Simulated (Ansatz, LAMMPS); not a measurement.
## Relaxing glassy 40SiO2-28Al2O3-16Li2O-16SrO (mol %) (85 atoms)

How does glassy 40SiO2-28Al2O3-16Li2O-16SrO (mol %) (85 atoms) relax, and what do bonds, charges and levels look like afterwards?

Program: Ansatz 0.2.0. Level of theory: Kohn-Sham DFT, PBE, PAW (set soft_2), plane waves. Results are calculated unless marked as measured.

## 1. Set-up

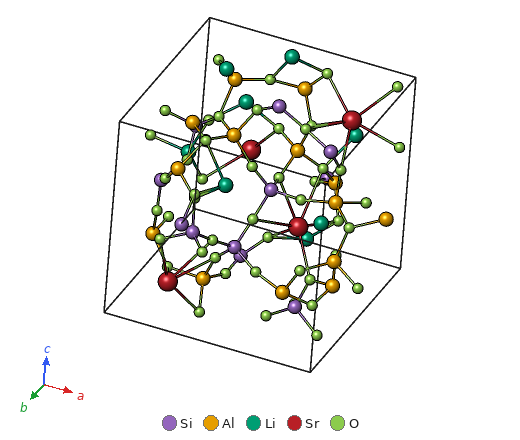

The starting structure, seen from a free direction (silicon purple, aluminium orange, lithium teal, strontium red, oxygen green). Bonds to atoms that aren't drawn are left out. Some periodic images of atoms are drawn too.

The cell holds 85 atoms: 10 Si, 14 Al, 8 Li, 4 Sr and 49 O. Cell: a = 10.514 Å, b = 10.514 Å, c = 10.514 Å, α = 90.0°, β = 90.0°, γ = 90.0°. 85 atoms (10 Si, 14 Al, 8 Li, 4 Sr, 49 O) placed at random at 2.64 g/cm³, melted at 4000 K for 10 ps at fixed volume with the Morse and Coulomb pair potential with partial charges (Pedone, Malavasi, Menziani, Cormack and Segre, J. Phys. Chem. B 110, 11780 (2006)). Quenched from 4000 K to 300 K at 6 K/ps and fixed volume, held 5 ps, then minimised at fixed cell.

What the set-up can't give: The quench rate of 6 K/ps is many orders above laboratory rates, so the cell is likely richer in defects and strain than a real sample. The network of bonds at the start is that of the classical potential that made the cell. Sampling is at Γ alone, for a cell whose shortest periodic width is 11 Å.

## 2. Single point at the start

The forces at the start show how far the geometry lies from a minimum of this functional.

The input, input.yaml:

```yaml
crystal:
  lattice:
    - [10.5141, 0.0, 0.0]
    - [0.0, 10.5141, 0.0]
    - [0.0, 0.0, 10.5141]
  atoms:
    - { symbol: Si, position: [0.01023, 0.16602, 0.01133] }
    - { symbol: Si, position: [0.44158, 0.60963, 0.26874] }
    - { symbol: Si, position: [0.37954, 0.04164, 0.67663] }
    - { symbol: Si, position: [0.52698, 0.43947, 0.50261] }
    [... 75 atom lines left out ...]
    - { symbol: O, position: [0.80601, 0.5454, 0.75911] }
    - { symbol: O, position: [0.97771, 0.07349, 0.6666] }
    - { symbol: O, position: [0.43017, 0.94513, 0.10743] }
    - { symbol: O, position: [0.95291, 0.83259, 0.08805] }
    - { symbol: O, position: [0.20748, 0.3954, 0.05287] }
    - { symbol: O, position: [0.8563, 0.43074, 0.25808] }
kpoints:
  mp_grid: { grid: [1, 1, 1] }
hamiltonian:
  xc: pbe
scf:
  occupations: { method: fixed }
output:
  forces: true
  stress: true
  populations: true
  dos:
    method: { smearing: { sigma: 0.08 } }
    de: 0.1
    projected: { site_lists: { Al: [Al], Li: [Li], O: [O], Si: [Si], Sr: [Sr] } }
  eigenvalues: true
```

Run with:

```bash
ansatz run input.yaml --threads 4 --pin off --max-ram 8192MiB --backend cpu --events-out ev --progress --plain --runs-dir out
```

The job ended after 16 s (4 threads of Arm Neoverse V1, shared host; peak memory 1.3 GiB).

Numbers from this run:

| Quantity | Value |
| --- | --- |
| free energy | -57612.1318 eV |
| free energy per atom | -677.7898 eV/atom |
| SCF cycles | 9 |
| pressure | 3.237 GPa |
| r.m.s. force component | 0.7676 eV/Å |
| longest force | 3.342 eV/Å |
| Fermi energy | 3.294 eV |
| gap (highest filled to lowest empty level) | 3.693 eV |
| spilling of the projection | 0.0113 |

The r.m.s. force component of 0.77 eV/Å and the pressure of 3.2 GPa set the starting point.

Neighbours are counted within 2.27 Å (O-Al), 2.08 Å (O-Si), 2.48 Å (O-Li), 3.27 Å (O-Sr).

Length of the force by element and coordination:

```
element  coordination  atoms  mean length of the force (eV/Å)  spread  least   most
     Al           all     14                            0.899   0.302  0.478   1.55
     Li           all      8                            0.384   0.163  0.176  0.653
     Li             3      5                            0.442   0.170  0.236  0.653
     Li             4      3                            0.287  0.0857  0.176  0.385
      O           all     49                             1.39   0.640  0.360   3.34
      O             2     12                             1.16   0.523  0.360   2.38
      O             3     25                             1.27    0.58  0.385   3.34
      O             4     10                             1.86   0.693  0.407   2.67
      O             5      2                             1.81   0.101   1.71   1.91
     Si           all     10                             1.35   0.468  0.616   2.18
     Sr           all      4                            0.612   0.217  0.236  0.754
     Sr             5      1                            0.754       0  0.754  0.754
     Sr             6      1                            0.236       0  0.236  0.236
     Sr             7      1                            0.735       0  0.735  0.735
     Sr             8      1                            0.724       0  0.724  0.724
```

## 3. Relaxation

With the cell held, the atoms are moved downhill towards a nearby minimum.

input.yaml, the sections that differ from step 2:

```yaml
output:
  forces: true
relax:
  f_tol: 0.03
  max_steps: 200
# crystal, kpoints, hamiltonian, scf: as in step 2
```

Wall time 2.6 min (4 threads); peak memory 1.2 GiB.

Relaxation path (22 of 23):

```
step  energy less that of the first step (eV)  largest force component (eV/Å)
   1                                   0.0000                          2.8163
   2                                  -1.9245                          1.2478
   3                                  -2.8227                          0.6973
   4                                  -3.0520                          0.4083
   5                                  -3.1324                          0.1952
   6                                  -3.2006                          0.3124
   7                                  -3.2672                          0.2127
   8                                  -3.3282                          0.5866
   9                                  -3.3984                          0.1874
  10                                  -3.4334                          0.2009
  11                                  -3.4604                          0.1009
  13                                  -3.5112                          0.1896
  14                                  -3.5256                          0.1579
  15                                  -3.5467                          0.2143
  16                                  -3.5630                          0.1299
  17                                  -3.5681                          0.0674
  18                                  -3.5704                          0.0357
  19                                  -3.5711                          0.0988
  20                                  -3.5736                          0.0460
  21                                  -3.5746                          0.0704
  22                                  -3.5758                          0.0257
  23                                  -3.5758                          0.0258
```

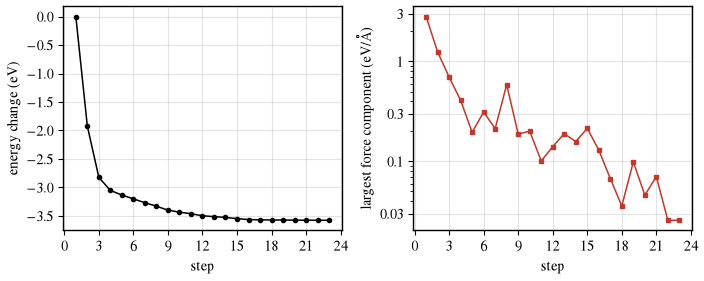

Energy and largest force along the relaxation.

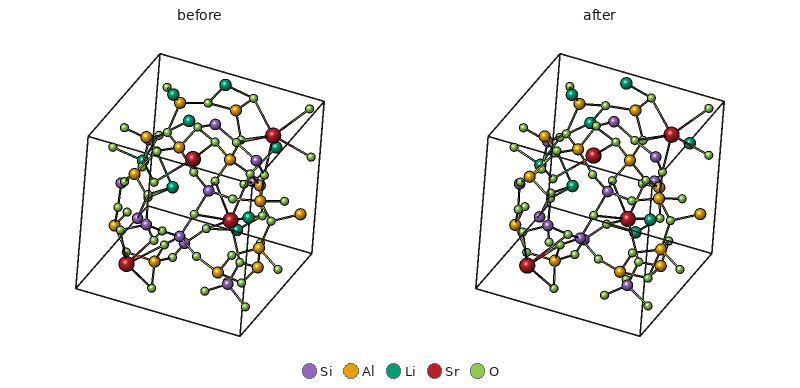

The structure before and after the relaxation, drawn at the same scale. Bonds to atoms that aren't drawn are left out.

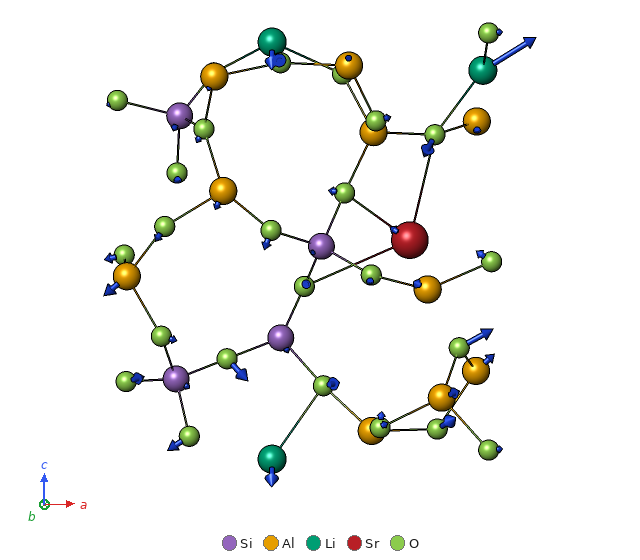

Displacements in the relaxation, exaggerated; the longest in the cell stands for 0.95 Å. Drawn is a stretch of 9 Å of the 11 Å that the cell measures along a and a slice 4 Å thick, seen along the normal of the ac plane.

The atoms that moved most (Å):

```
atom      dx      dy      dz  length
Li30   0.800  -0.080   0.501   0.947
 O85   0.492  -0.042   0.273   0.564
 O54   0.233  -0.375   0.194   0.483
 O63   0.275  -0.255  -0.294   0.477
Li29  -0.028  -0.316  -0.324   0.454
 O80  -0.133   0.274  -0.333   0.451
 O66  -0.001   0.378   0.021   0.378
Al11  -0.272   0.066  -0.239   0.368
```

The relaxation changed the energy by -42.1 meV/atom, and atoms moved by 0.24 Å r.m.s., 0.95 Å at most.

## 4. Local order after relaxation

Bonds before and after, by the cutoffs listed below:

```
pair  bonds before  bonds after  mean before (Å)  mean after (Å)  spread before (Å)  spread after (Å)
O-Al            56           58            1.757           1.807              0.050             0.077
O-Si            40           40            1.615           1.647              0.032             0.028
O-Li            27           26            2.077           2.029              0.113             0.098
```

Density 2.64 g/cm³, 13.67 Å³ an atom.

g(r), total and by pair (bins of 0.2 Å):

```
r (Å)  total   O-O  O-Al   O-Si  O-Li  O-Sr  Al-Al
 1.50   0.05  0.00  0.00   0.38  0.00  0.00   0.00
 1.70   3.25  0.00  7.40  13.54  0.00  0.00   0.00
 1.90   1.14  0.00  4.34   0.00  2.85  0.00   0.00
 2.10   0.54  0.00  0.31   0.00  4.39  0.00   0.00
 2.30   0.05  0.00  0.00   0.00  0.23  0.42   0.00
 2.50   0.46  0.59  0.11   0.00  0.56  3.37   0.00
 2.70   1.67  3.94  0.00   0.00  0.64  2.60   1.84
 2.90   1.18  2.04  0.16   0.00  1.01  0.84   1.60
 3.10   1.06  1.28  0.28   0.29  0.49  0.72   4.37
 3.30   0.98  0.75  0.55   0.34  0.76  1.29   2.60
 3.50   0.71  0.57  0.71   0.84  0.67  0.39   1.15
 3.70   0.83  0.59  1.81   1.02  0.44  0.33   0.35
 3.90   1.11  0.81  1.25   1.49  1.55  1.26   0.00
 4.10   1.13  0.73  1.52   1.63  1.74  0.55   0.00
 4.30   1.17  0.65  1.52   2.14  1.59  1.02   0.50
 4.50   1.00  0.63  1.58   1.54  0.87  1.62   0.46
 4.70   0.87  0.87  0.86   0.98  1.23  0.74   1.08
 4.90   1.00  1.41  0.56   0.64  0.53  1.79   0.98
 5.10   0.99  1.36  0.80   0.54  0.68  0.91   0.54
```

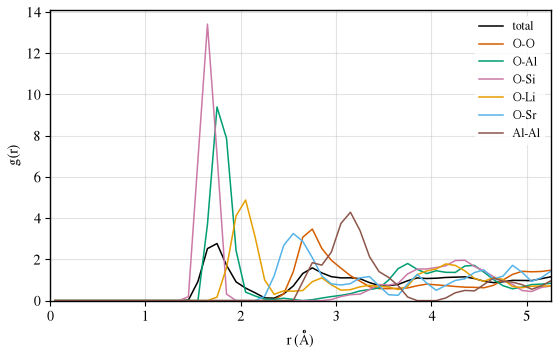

Pair distribution functions, lightly smoothed.

Bonds by pair of elements; cutoffs follow the first minimum of g(r), held within bounds set by covalent radii, and pairs that aren't listed don't count as bonded:

```
pair A-B  cutoff (Å)  bonds  mean length (Å)  spread (Å)  shortest (Å)  B about A  A about B
    O-Al        2.33     58             1.81       0.077          1.71       1.18       4.14
    O-Si        2.08     40             1.65       0.028          1.59      0.816          4
    O-Li        2.38     26             2.03       0.098          1.88      0.531       3.25
    O-Sr        3.05     21             2.63       0.157          2.37      0.429       5.25
```

The cutoff for O-Sr falls short of the minimum of g(r), so counts run low and odd coordinations can be artefacts.

How many atoms have how many bonded neighbours:

```
element  mean   2   3   4  5  6
     Al  4.14   0   0  12  2  0
     Li  3.25   0   6   2  0  0
      O  2.96  13  26   9  1  0
     Si     4   0   0  10  0  0
     Sr  5.25   0   0   1  1  2
```

Bond angles (no mean is given where the spread exceeds 20°):

```
  angle  count  mean (°)  spread (°)
 O-Al-O     92       108        14.1
 O-Si-O     60       109         3.9
 O-Sr-O     46         -           -
 O-Li-O     30       109        18.8
Al-O-Al     27       118        17.1
```

Oxygen atoms by the number of network formers (Si, P, Ge, B, Al, As, Ga) bound to them:

```
network formers bound to O  O atoms  per cent
                         0        0         0
                         1        8      16.3
                         2       33      67.3
                         3        8      16.3
```

Network units: each former by its oxygen neighbours and how many of them bridge to another former:

```
former  O neighbours  bridging O  atoms
    Si             4           3      5
    Si             4           4      5
    Al             4           3      3
    Al             4           4      9
    Al             5           5      2
```

Bond length by coordination (bonds to H left out):

```
element  coordination  atoms  mean bond length (Å)
     Al             4     12                  1.79
     Al             5      2                  1.91
     Li             3      6                  2.00
     Li             4      2                  2.09
      O             2     13                  1.69
      O             3     26                  1.93
      O             4      9                  2.04
      O             5      1                  2.24
     Sr             4      1                  2.56
     Sr             5      1                  2.61
     Sr             6      2                  2.67
```

Rings of the network by King's shortest-path rule, up to 12 atoms, one path for each pair of neighbours; H, halogens, alkali and alkaline-earth atoms are left out, and the last column divides by all other atoms, bonded or not:

```
ring size (atoms)  rings  per network atom
                4      3             0.041
                6      7             0.096
                8      9             0.123
               10     15             0.205
               12     12             0.164
```

First main peaks of g(r), for some of the pairs, lie near 2.7 Å (O-O), 1.8 Å (O-Al), 1.6 Å (O-Si), 2.0 Å (O-Li) and 2.6 Å (O-Sr). The O-Al-O angle averages 108° with a spread of 14°. 67 % of the oxygens bridge two formers (Si and Al) and 16 % are non-bridging; 16 % join three. The commonest Al unit has 4 oxygens, 4 of them shared with other formers (9 of 14 atoms). Rings of 10 atoms are the most common (33 % of those counted); sizes run from 4 to 12, where the search stops.

## 5. Single point at the relaxed geometry

One more single point at the end of the walk gives the fuller output and checks the residual forces.

The input, input.yaml:

```yaml
crystal:
  lattice:
    - [10.5141, 0.0, 0.0]
    - [0.0, 10.5141, 0.0]
    - [0.0, 0.0, 10.5141]
  atoms:
    - { symbol: Si, position: [0.01783, 0.15614, 0.01751] }
    - { symbol: Si, position: [0.44646, 0.60862, 0.25878] }
    - { symbol: Si, position: [0.36855, 0.03789, 0.68932] }
    - { symbol: Si, position: [0.52225, 0.44297, 0.49873] }
    [... 75 atom lines left out ...]
    - { symbol: O, position: [0.79332, 0.57147, 0.72746] }
    - { symbol: O, position: [0.96375, 0.07578, 0.67572] }
    - { symbol: O, position: [0.44072, 0.93781, 0.10528] }
    - { symbol: O, position: [0.96565, 0.82574, 0.09412] }
    - { symbol: O, position: [0.18129, 0.39983, 0.03539] }
    - { symbol: O, position: [0.90305, 0.42671, 0.28405] }
kpoints:
  mp_grid: { grid: [1, 1, 1] }
hamiltonian:
  xc: pbe
scf:
  occupations: { method: fixed }
output:
  forces: true
  stress: true
  populations: true
  dos:
    method: { smearing: { sigma: 0.08 } }
    de: 0.1
    projected: { site_lists: { Al: [Al], Li: [Li], O: [O], Si: [Si], Sr: [Sr] } }
  eigenvalues: true
  write_density: true
  write_potential: true
  volumetric_format: npy
  elf: true
```

The job ended after 17 s (4 threads; peak memory 1.3 GiB; 64 s of CPU time).

The program notes that the exchange-correlation potential is rough where the density is thin.

Numbers from this run:

- free energy: -57615.7077 eV
- free energy per atom: -677.8319 eV/atom
- SCF cycles: 9
- pressure: -2.083 GPa
- r.m.s. force component: 0.00602 eV/Å
- longest force: 0.03683 eV/Å
- Fermi energy: 3.254 eV
- gap (highest filled to lowest empty level): 3.827 eV
- spilling of the projection: 0.01121

Löwdin charges by element (they lack the spilled electrons, 0.058 e an atom on average):

```
element  coordination  atoms  mean charge (e)  spread  least    most
     Al           all     14             1.29  0.0466   1.20    1.38
     Li           all      8            0.805  0.0208  0.783   0.844
      O           all     49           -0.893  0.0806  -1.12  -0.796
     Si           all     10             1.67  0.0288   1.63    1.71
     Sr           all      4             1.85  0.0105   1.83    1.86
```

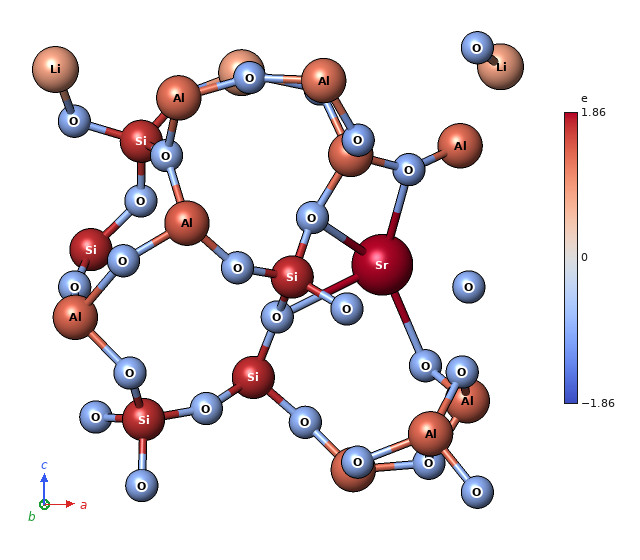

Atoms coloured by Löwdin charge. Drawn is a slice 5 Å thick, seen along the normal of the ac plane. Bonds to atoms that aren't drawn are left out.

States in the cell by windows of 1 eV, zero at the Fermi level; the larger projections on atomic orbitals stand beside the total:

```
from (eV)  to (eV)  total   O p
      -10       -9    0.0   0.0
       -9       -8    3.0   2.0
       -8       -7   10.8   7.3
       -7       -6    9.9   7.2
       -6       -5   26.2  19.9
       -5       -4   34.4  27.0
       -4       -3   42.2  35.3
       -3       -2   58.2  52.8
       -2       -1   69.8  65.7
       -1        0   39.2  37.5
        0        1    0.4   0.4
        1        3    0.0   0.0
        3        4    2.0   0.0
        4        5    0.0   0.0
```

The curve was stored every 0.10 eV, coarse against its broadening of 0.08 eV, so these counts are rough.

With fixed occupations the program's Fermi level is the highest filled level; weight inside the gap is the broadening of levels at its edges.

Between -26 and -10 eV lie 122 more states.

About 24 of the 440 electrons lie in deeper levels, below the stored range.

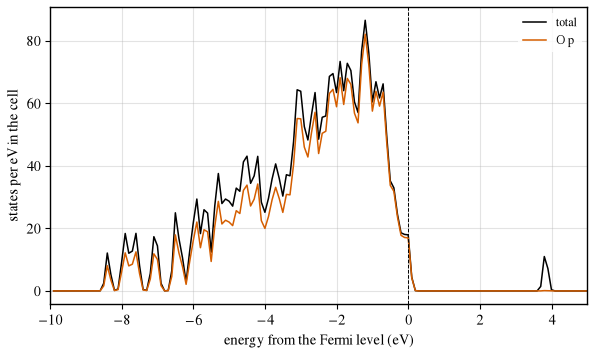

Total and projected density of states, with the broadening of the input.

The levels nearest the highest filled one (over half full), pooled over k-points and spins:

```
level less the highest filled one (eV)  occupation
                                -0.437           2
                                -0.387           2
                                -0.305           2
                                -0.217           2
                               -0.0876           2
                                     0           2
                                  3.83           0
                                  5.34           0
                                  5.61           0
                                  5.67           0
                                  5.73           0
                                  5.81           0
```

Mean Löwdin charges: Al +1.29, Li +0.81, O -0.89, Si +1.67, Sr +1.85 e (they miss 1.1 % of the electrons, so they add up to more than the cell's charge).

## 6. Summary of results

| Quantity | Value |
| --- | --- |
| energy change in the relaxation | -42.07 meV/atom |
| r.m.s. displacement | 0.24 Å |
| largest displacement | 0.947 Å |
| free energy per atom | -677.8319 eV/atom |
| pressure | -2.083 GPa |
| r.m.s. force component | 0.00602 eV/Å |
| gap (highest filled to lowest empty level) | 3.827 eV |
| wall time of the 3 DFT runs | 3.2 min |

What this shows: Relaxation lowers the energy by 42.1 meV/atom and moves atoms by 0.24 Å r.m.s.; the r.m.s. force component goes from 0.77 to 0.0060 eV/Å, the pressure goes from 3.2 to -2.1 GPa, and the gap from 3.69 to 3.83 eV. First to last step the energy falls by 3.576 eV; the largest move, 0.95 Å, is that of Li30. The O-Al bonds go from 1.757 Å (spread 0.050) to 1.807 Å (spread 0.077), and their number from 56 to 58. 67 % of the oxygens bridge two formers (Si and Al) and 16 % are non-bridging; 16 % join three. Between filled and empty levels lie 3.83 eV (at Γ alone); a semilocal functional tends to put such gaps too low. In a disordered cell it changes from sample to sample, and tail or defect levels can set it.

Caveats: The network of bonds at the start is that of the classical potential that made the cell; in DFT atoms moved by 0.24 Å r.m.s. The pressure of -2.1 GPa shows the cell to be stretched for this functional.

[Logs are printed without paths, hosts, clocks, repeated set-up lines and the standing remarks that a program may print on its own settings, such as how far it seeks lower states.]

[Hosts, paths, dates, database ids (printed as entryN), source tags and the programs' standing remarks are cut or masked in the printed files.]
